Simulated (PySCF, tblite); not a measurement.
# C₆H₁₀N₂Si: geometry, infrared bands, NMR shifts, electronic excitations and core binding energies, part 3 of 3

tblite 0.8.0 and PySCF 2.14.0. Atoms count from 0. Earlier steps stand in the parts before.

## Step 8: X-ray photoelectron lines: SCAN, X2C

The job: settings as JSON, then the geometry in Å.

```
{"job": {"kind": "xps"}, "charge": 0, "multiplicity": 1}
C      1.499981    -1.924156     0.486625
C      1.300904    -0.608345     0.395309
C      0.625973     0.082964    -0.753797
C     -0.523104     0.939123    -0.335123
C     -0.737157     2.289703    -0.468489
N     -1.943812     2.650262     0.067053
C     -2.458739     1.543008     0.522658
N     -1.649076     0.448093     0.314879
Si    -2.028693    -1.206161     0.855627
H      1.175993    -2.606103    -0.306584
H      1.997511    -2.367579     1.352686
H      1.632004     0.045986     1.210990
H      1.348837     0.744905    -1.258933
H      0.311643    -0.663944    -1.504263
H     -0.072739     3.016833    -0.935666
H     -3.428402     1.449959     1.014558
H     -3.502252    -1.194273     1.073166
H     -1.331633    -1.544579     2.125045
H     -1.662979    -2.167055    -0.218889
```

Method: delta-SCF UKS SCAN, pcX-2 on the ionised atom, pcseg-1 elsewhere, spin-free X2C.

Standard output:

```text
ground state, core basis on atom 0 (C), 211 functions
  cycle   1  E = -634.01817306  |g| = 5.32e-01
  cycle   2  E = -633.90434644  |g| = 8.39e-01
  cycle   3  E = -634.08104175  |g| = 2.45e-01
  cycle   4  E = -634.09489823  |g| = 6.36e-02
  cycle   5  E = -634.09567383  |g| = 3.19e-02
  cycle   6  E = -634.09590784  |g| = 9.81e-03
  cycle   7  E = -634.09592920  |g| = 4.16e-03
  cycle   8  E = -634.09593355  |g| = 1.04e-03
  cycle   9  E = -634.09593346  |g| = 4.14e-04
  E(ground) = -634.14787814 Eh
hole in C 1s of atom 0
  cycle   1  E = -622.84373993  |g| = 1.50e+00
  cycle   2  E = -617.92214014  |g| = 2.81e+00
  cycle   3  E = -622.72294526  |g| = 1.10e+00
  cycle   4  E = -623.25836229  |g| = 5.76e-01
  cycle   5  E = -623.34147433  |g| = 3.94e-01
  cycle   6  E = -623.42032413  |g| = 1.26e-01
  cycle   7  E = -623.42751818  |g| = 3.87e-02
  cycle   8  E = -623.42822134  |g| = 1.50e-02
  cycle   9  E = -623.42835103  |g| = 6.44e-03
  cycle  10  E = -623.42837121  |g| = 3.23e-03
  cycle  11  E = -623.42837738  |g| = 1.26e-03
  cycle  12  E = -623.42837907  |g| = 1.02e-03
  cycle  13  E = -623.42837988  |g| = 5.32e-04
  cycle  14  E = -623.42837995  |g| = 1.98e-04
  E(ion) = -623.47937841 Eh   <S^2> = 0.7867   hole on atom = 1.000   binding energy = 290.305 eV
ground state, core basis on atom 1 (C), 211 functions
  cycle   1  E = -634.09636285  |g| = 6.22e-02
  cycle   2  E = -634.09559409  |g| = 6.11e-02
  cycle   3  E = -634.09617550  |g| = 3.92e-02
  cycle   4  E = -634.09657231  |g| = 8.81e-03
  cycle   5  E = -634.09659551  |g| = 2.08e-03
  cycle   6  E = -634.09659739  |g| = 4.83e-04
  E(ground) = -634.14854451 Eh
hole in C 1s of atom 1
  cycle   1  E = -622.83131052  |g| = 1.51e+00
  cycle   2  E = -619.58136766  |g| = 2.58e+00
  cycle   3  E = -622.68894523  |g| = 1.13e+00
  cycle   4  E = -623.30971684  |g| = 4.69e-01
  cycle   5  E = -623.28696045  |g| = 4.39e-01
  cycle   6  E = -623.39595237  |g| = 1.67e-01
  cycle   7  E = -623.41215866  |g| = 5.87e-02
  cycle   8  E = -623.41396800  |g| = 2.20e-02
  cycle   9  E = -623.41426787  |g| = 1.13e-02
  cycle  10  E = -623.41438611  |g| = 6.67e-03
  cycle  11  E = -623.41447397  |g| = 4.64e-03
  cycle  12  E = -623.41453321  |g| = 3.51e-03
  cycle  13  E = -623.41456881  |g| = 2.05e-03
  cycle  14  E = -623.41457840  |g| = 8.39e-04
  cycle  15  E = -623.41457911  |g| = 6.25e-04
  cycle  16  E = -623.41457849  |g| = 2.53e-04
  E(ion) = -623.46551979 Eh   <S^2> = 0.8271   hole on atom = 1.000   binding energy = 290.700 eV
ground state, core basis on atom 2 (C), 211 functions
  cycle   1  E = -634.09499961  |g| = 5.95e-02
  cycle   2  E = -634.09470478  |g| = 3.99e-02
  cycle   3  E = -634.09465261  |g| = 4.13e-02
  cycle   4  E = -634.09510395  |g| = 1.02e-02
  cycle   5  E = -634.09512807  |g| = 1.96e-03
  cycle   6  E = -634.09512834  |g| = 2.52e-04
  E(ground) = -634.14685635 Eh
hole in C 1s of atom 2
  cycle   1  E = -622.82311033  |g| = 1.51e+00
  cycle   2  E = -621.32874348  |g| = 2.28e+00
  cycle   3  E = -623.11317028  |g| = 7.21e-01
  cycle   4  E = -623.23728154  |g| = 5.51e-01
  cycle   5  E = -623.38523397  |g| = 1.36e-01
  cycle   6  E = -623.39130049  |g| = 7.17e-02
  cycle   7  E = -623.39354852  |g| = 1.98e-02
  cycle   8  E = -623.39373857  |g| = 8.39e-03
  cycle   9  E = -623.39377848  |g| = 4.16e-03
  cycle  10  E = -623.39379153  |g| = 1.92e-03
  cycle  11  E = -623.39379980  |g| = 1.47e-03
  cycle  12  E = -623.39380457  |g| = 1.02e-03
  cycle  13  E = -623.39380775  |g| = 7.77e-04
  cycle  14  E = -623.39381116  |g| = 6.24e-04
  cycle  15  E = -623.39381511  |g| = 4.78e-04
  E(ion) = -623.44431915 Eh   <S^2> = 0.7712   hole on atom = 1.000   binding energy = 291.231 eV
ground state, core basis on atom 3 (C), 211 functions
  cycle   1  E = -634.09800051  |g| = 5.89e-02
  cycle   2  E = -634.09795972  |g| = 2.36e-02
  cycle   3  E = -634.09796731  |g| = 2.28e-02
  cycle   4  E = -634.09808593  |g| = 5.85e-03
  cycle   5  E = -634.09809429  |g| = 1.39e-03
  cycle   6  E = -634.09809664  |g| = 3.70e-04
  E(ground) = -634.15038741 Eh
hole in C 1s of atom 3
  cycle   1  E = -622.81793443  |g| = 1.53e+00
  cycle   2  E = -621.18065110  |g| = 2.41e+00
  cycle   3  E = -623.21384008  |g| = 6.30e-01
  cycle   4  E = -623.27434745  |g| = 5.16e-01
  cycle   5  E = -623.40423083  |g| = 1.25e-01
  cycle   6  E = -623.40927608  |g| = 6.48e-02
  cycle   7  E = -623.41135752  |g| = 1.70e-02
  cycle   8  E = -623.41152276  |g| = 9.61e-03
  cycle   9  E = -623.41160503  |g| = 5.03e-03
  cycle  10  E = -623.41165041  |g| = 4.14e-03
  cycle  11  E = -623.41169438  |g| = 2.43e-03
  cycle  12  E = -623.41171124  |g| = 1.91e-03
  cycle  13  E = -623.41171673  |g| = 1.05e-03
  cycle  14  E = -623.41171920  |g| = 7.08e-04
  cycle  15  E = -623.41172010  |g| = 5.35e-04
  cycle  16  E = -623.41172124  |g| = 4.63e-04
  E(ion) = -623.46185184 Eh   <S^2> = 0.7989   hole on atom = 1.000   binding energy = 290.850 eV
ground state, core basis on atom 4 (C), 211 functions
  cycle   1  E = -634.09835419  |g| = 6.02e-02
  cycle   2  E = -634.09803351  |g| = 4.21e-02
  cycle   3  E = -634.09797933  |g| = 4.39e-02
  cycle   4  E = -634.09845754  |g| = 1.17e-02
  cycle   5  E = -634.09848933  |g| = 1.68e-03
  cycle   6  E = -634.09848923  |g| = 5.71e-04
  cycle   7  E = -634.09848973  |g| = 1.61e-04
  E(ground) = -634.15073625 Eh
hole in C 1s of atom 4
  cycle   1  E = -622.84407741  |g| = 1.52e+00
  cycle   2  E = -621.48021534  |g| = 2.17e+00
  cycle   3  E = -623.27556443  |g| = 5.46e-01
  cycle   4  E = -623.33234316  |g| = 4.43e-01
  cycle   5  E = -623.42325822  |g| = 1.35e-01
  cycle   6  E = -623.43041335  |g| = 4.91e-02
  cycle   7  E = -623.43140178  |g| = 2.10e-02
  cycle   8  E = -623.43161178  |g| = 9.87e-03
  cycle   9  E = -623.43167524  |g| = 4.56e-03
  cycle  10  E = -623.43169552  |g| = 2.88e-03
  cycle  11  E = -623.43170941  |g| = 1.55e-03
  cycle  12  E = -623.43171230  |g| = 1.01e-03
  cycle  13  E = -623.43171430  |g| = 4.54e-04
  E(ion) = -623.48216702 Eh   <S^2> = 0.7827   hole on atom = 1.000   binding energy = 290.307 eV
ground state, core basis on atom 5 (N), 211 functions
  cycle   1  E = -634.10793618  |g| = 7.43e-02
  cycle   2  E = -634.10779225  |g| = 3.23e-02
  cycle   3  E = -634.10762927  |g| = 4.20e-02
  cycle   4  E = -634.10802376  |g| = 4.62e-03
  cycle   5  E = -634.10803025  |g| = 1.16e-03
  cycle   6  E = -634.10802931  |g| = 3.32e-04
  E(ground) = -634.15913713 Eh
hole in N 1s of atom 5
  cycle   1  E = -618.54105936  |g| = 1.86e+00
  cycle   2  E = -616.10267458  |g| = 2.53e+00
  cycle   3  E = -616.98493647  |g| = 1.55e+00
  cycle   4  E = -619.14848643  |g| = 4.87e-01
  cycle   5  E = -619.16940700  |g| = 4.16e-01
  cycle   6  E = -619.25180385  |g| = 1.49e-01
  cycle   7  E = -619.26222497  |g| = 3.89e-02
  cycle   8  E = -619.26277341  |g| = 1.98e-02
  cycle   9  E = -619.26297606  |g| = 6.21e-03
  cycle  10  E = -619.26299702  |g| = 3.36e-03
  cycle  11  E = -619.26300846  |g| = 2.00e-03
  cycle  12  E = -619.26301380  |g| = 1.03e-03
  cycle  13  E = -619.26301730  |g| = 6.36e-04
  cycle  14  E = -619.26301808  |g| = 5.82e-04
  cycle  15  E = -619.26301933  |g| = 2.44e-04
  E(ion) = -619.31260552 Eh   <S^2> = 0.7763   hole on atom = 1.000   binding energy = 403.995 eV
ground state, core basis on atom 6 (C), 211 functions
  cycle   1  E = -634.09880808  |g| = 5.66e-02
  cycle   2  E = -634.09877423  |g| = 1.75e-02
  cycle   3  E = -634.09867331  |g| = 2.74e-02
  cycle   4  E = -634.09884164  |g| = 3.09e-03
  cycle   5  E = -634.09884328  |g| = 1.02e-03
  cycle   6  E = -634.09884373  |g| = 2.25e-04
  E(ground) = -634.15108135 Eh
hole in C 1s of atom 6
  cycle   1  E = -622.80383753  |g| = 1.52e+00
  cycle   2  E = -620.33944708  |g| = 2.44e+00
  cycle   3  E = -622.95686230  |g| = 8.57e-01
  cycle   4  E = -623.32423698  |g| = 3.89e-01
  cycle   5  E = -623.34398374  |g| = 3.18e-01
  cycle   6  E = -623.38622314  |g| = 1.21e-01
  cycle   7  E = -623.39256183  |g| = 2.92e-02
  cycle   8  E = -623.39290954  |g| = 1.29e-02
  cycle   9  E = -623.39299855  |g| = 5.09e-03
  cycle  10  E = -623.39301956  |g| = 2.52e-03
  cycle  11  E = -623.39303071  |g| = 2.23e-03
  cycle  12  E = -623.39303886  |g| = 1.32e-03
  cycle  13  E = -623.39304530  |g| = 6.77e-04
  cycle  14  E = -623.39304755  |g| = 3.71e-04
  E(ion) = -623.44302179 Eh   <S^2> = 0.7856   hole on atom = 1.000   binding energy = 291.381 eV
ground state, core basis on atom 7 (N), 211 functions
  cycle   1  E = -634.11027036  |g| = 7.45e-02
  cycle   2  E = -634.11000970  |g| = 3.85e-02
  cycle   3  E = -634.10955104  |g| = 5.78e-02
  cycle   4  E = -634.11036351  |g| = 9.54e-03
  cycle   5  E = -634.11038160  |g| = 1.61e-03
  cycle   6  E = -634.11038065  |g| = 5.35e-04
  cycle   7  E = -634.11038256  |g| = 1.54e-04
  E(ground) = -634.16022672 Eh
hole in N 1s of atom 7
  cycle   1  E = -618.47787995  |g| = 1.88e+00
  cycle   2  E = -616.83055103  |g| = 2.64e+00
  cycle   3  E = -618.84577785  |g| = 8.53e-01
  cycle   4  E = -618.98149079  |g| = 6.63e-01
  cycle   5  E = -619.20164933  |g| = 1.00e-01
  cycle   6  E = -619.20474604  |g| = 4.66e-02
  cycle   7  E = -619.20562936  |g| = 2.51e-02
  cycle   8  E = -619.20594761  |g| = 8.69e-03
  cycle   9  E = -619.20598163  |g| = 2.76e-03
  cycle  10  E = -619.20598568  |g| = 1.84e-03
  cycle  11  E = -619.20598632  |g| = 5.55e-04
  cycle  12  E = -619.20598624  |g| = 3.14e-04
  E(ion) = -619.25351932 Eh   <S^2> = 0.7677   hole on atom = 1.000   binding energy = 405.632 eV
ground state, core basis on atom 8 (Si), 222 functions
  cycle   1  E = -634.19128369  |g| = 2.87e-01
  cycle   2  E = -634.19133126  |g| = 4.14e-02
  cycle   3  E = -634.19125740  |g| = 3.79e-02
  cycle   4  E = -634.19146630  |g| = 1.37e-02
  cycle   5  E = -634.19150805  |g| = 3.59e-03
  cycle   6  E = -634.19150948  |g| = 7.14e-04
  cycle   7  E = -634.19150868  |g| = 1.41e-04
  E(ground) = -634.20205250 Eh
hole in Si 1s of atom 8
  cycle   1  E = -565.23220341  |g| = 4.35e+00
  cycle   2  E = -561.04101136  |g| = 3.28e+00
  cycle   3  E = -548.91732890  |g| = 4.09e+00
  cycle   4  E = -566.02476401  |g| = 6.59e-01
  cycle   5  E = -566.04860684  |g| = 6.88e-01
  cycle   6  E = -566.26348049  |g| = 2.32e-01
  cycle   7  E = -566.28629787  |g| = 8.04e-02
  cycle   8  E = -566.28912911  |g| = 3.53e-02
  cycle   9  E = -566.28977810  |g| = 8.10e-03
  cycle  10  E = -566.28979404  |g| = 5.35e-03
  cycle  11  E = -566.28980994  |g| = 1.18e-03
  cycle  12  E = -566.28981146  |g| = 5.02e-04
  cycle  13  E = -566.28981107  |g| = 1.82e-04
  E(ion) = -566.30816560 Eh   <S^2> = 0.7523   hole on atom = 1.000   binding energy = 1847.487 eV
hole in Si 2p of atom 8
  cycle   1  E = -629.89146178  |g| = 1.23e+00
  cycle   2  E = -626.98612709  |g| = 2.35e+00
  cycle   3  E = -629.75913251  |g| = 8.96e-01
  cycle   4  E = -630.14559807  |g| = 3.82e-01
  cycle   5  E = -630.18003269  |g| = 2.71e-01
  cycle   6  E = -630.21429031  |g| = 5.70e-02
  cycle   7  E = -630.21576314  |g| = 2.83e-02
  cycle   8  E = -630.21615878  |g| = 9.82e-03
  cycle   9  E = -630.21620299  |g| = 3.60e-03
  cycle  10  E = -630.21621057  |g| = 1.26e-03
  cycle  11  E = -630.21621080  |g| = 5.44e-04
  cycle  12  E = -630.21621136  |g| = 1.41e-04
  E(ion) = -630.23804190 Eh   <S^2> = 0.7519   hole on atom = 1.003   binding energy = 107.866 eV
  2p3/2 = 107.626 eV   2p1/2 = 108.251 eV
```

Run time: 4.2 min. Hardware: 1 thread of Arm Neoverse V1, shared host; peak memory 0.67 GiB.

Binding energies by hole, beside the orbital energy of the ground state; the difference holds orbital relaxation and, for a density functional, its self-interaction error:

```tsv
hole	stands for	environment	ΔSCF (eV; 2p as the shell's mean)	−ε (eV)	⟨S²⟩
C1s on C0	C0	terminal =CH2 carbon	290.30	273.8	0.787
C1s on C1	C1	alkene CH	290.70	274.2	0.827
C1s on C2	C2	sp3 CH2 on an aromatic ring	291.23	274.4	0.771
C1s on C3	C3	substituted aromatic carbon next to a ring nitrogen	290.85	274.6	0.799
C1s on C4	C4	aromatic CH next to a ring nitrogen	290.31	273.9	0.783
N1s on N5	N5	pyridine-type nitrogen of an azole	403.99	385.4	0.776
C1s on C6	C6	aromatic CH between two ring heteroatoms	291.38	275.0	0.786
N1s on N7	N7	pyrrole-type ring nitrogen	405.63	387.2	0.768
Si1s on Si8	Si8	silicon bonded to N, 3 H	1847.49	1794.3	0.752
Si2p on Si8	Si8	silicon bonded to N, 3 H	107.83	97.1	0.752
```

With the spin-orbit splitting: Si8 2p3/2 107.63, 2p1/2 108.25 eV. The table gives each 2p level as the mean over the whole 2p shell (two parts 2p3/2, one part 2p1/2), which differs a little from the single hole in the log.

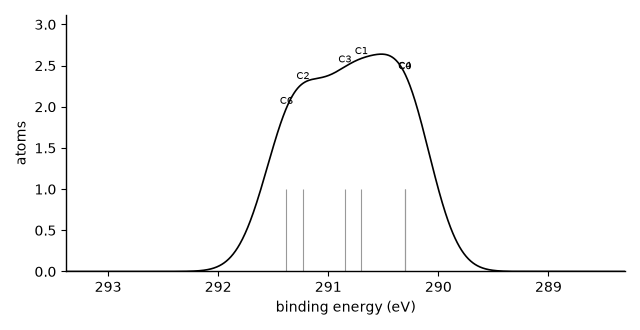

The C1s photoelectron lines, weighted by the number of atoms. Lines are broadened to a width of 0.60 eV (Gaussian).

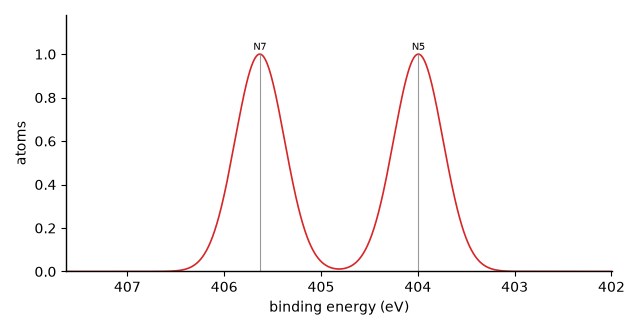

The N1s photoelectron lines, weighted by the number of atoms. Lines are broadened to a width of 0.60 eV (Gaussian).

## Step 9: Comparing the runs: NMR shifts

Shifts (ppm) of some atoms, chosen among heavy atoms and hydrogens apart, with basis size and wall time:

```tsv
run	C1	C6	C4	C0	H9	H10	N5	functions	time
PBE0/pcSseg-1	148.0	146.0	136.3	126.9	5.67	5.52	312.8	210	47 s
KT3/pcSseg-1	135.7	133.5	125.0	114.3	5.38	5.23	288.0	210	59 s
```

## Step 10: What came out

The summary covers parts 1 to 3.

| quantity | value |
| --- | --- |
| strongest single infrared mode (GFN2-xTB) | 2284 cm⁻¹, 278 km/mol |
| zero-point energy (GFN2-xTB) | 90.0 kcal/mol |
| point group | C1 |
| rotational constants (main isotopes) | 2.08, 1.18, 0.80 GHz |
| 13C shifts against TMS (PBE0/pcSseg-1) | 148.0, 146.0, 136.3, 136.2, 126.9, 34.8 ppm |
| 1H shifts against TMS (PBE0/pcSseg-1, means over atoms taken as alike) | 7.24, 7.04, 5.97, 5.67, 5.52, 4.94, 3.49 ppm |
| 15N shifts against NH3 (PBE0/pcSseg-1) | 312.8, 181.5 ppm |
| 29Si shifts against TMS (PBE0/pcSseg-1) | -52.0 ppm |
| lowest singlet (CAM-B3LYP/def2-SVPD) | 5.86 eV (211 nm), f = 0.064 |
| brightest single state of those computed | state 2, 6.15 eV, f = 0.120 |
| lowest triplet | 4.26 eV |
| vertical ionisation energy (ΔSCF) | 8.41 eV |
| C1s binding energies, SCAN/pcX-2 | C6 291.38, C2 291.23, C3 290.85, C1 290.70, C4 290.31, C0 290.30 eV |
| N1s binding energies, SCAN/pcX-2 | N7 405.63, N5 403.99 eV |
| Si1s binding energies, SCAN/pcX-2 | Si8 1847.49 eV |
| Si2p binding energies, SCAN/pcX-2 | Si8 107.83 eV |
| range of the shift of N5 | 288.0 to 312.8 ppm |

In words: Over 71 steps the energy fell by 0.200 eV; of the close pairs, Si8–H16 changed most, 1.492 to 1.460 Å (GFN2-xTB). All 51 modes are real, so the xTB geometry is a minimum. The strongest single mode, at 2284 cm⁻¹, moves mainly H18. GFN2-xTB is a fitted tight-binding method: band positions and strengths are rough. Its intensities can rank the bands wrongly. Over 9 steps the energy fell by 0.202 eV; of the close pairs, Si8–H17 changed most, 1.446 to 1.487 Å (PBE0/def2-SVP). At PBE0/pcSseg-1: The largest span, 504 ppm, is at N5, where the paramagnetic term is -384 ppm. NICS(1)zz of -29 ppm above the planar ring from C3 marks a diatropic (aromatic) ring current. The first singlet state (HOMO→LUMO 0.86, HOMO→LUMO+1 0.10) lies at 5.86 eV and is bright; of the 10 states computed, the strongest absorption comes from state 2 at 6.15 eV. The lowest triplet lies 1.61 eV below the lowest singlet (triplets in Tamm-Dancoff, singlets in full TDDFT). ΔSCF puts the ionisation energy at 8.41 eV, 0.62 eV above −ε(HOMO). The C1s levels kept as sound span 1.08 eV, from C0 (terminal =CH2 carbon) up to C6 (aromatic CH between two ring heteroatoms). N7 (pyrrole-type ring nitrogen) binds its N1s electron 1.64 eV more tightly than N5 (pyridine-type nitrogen of an azole). In ppm, N5 moves most: its shift spreads over 24.8 ppm, from 288.0 (KT3/pcSseg-1) to 312.8 (PBE0/pcSseg-1).
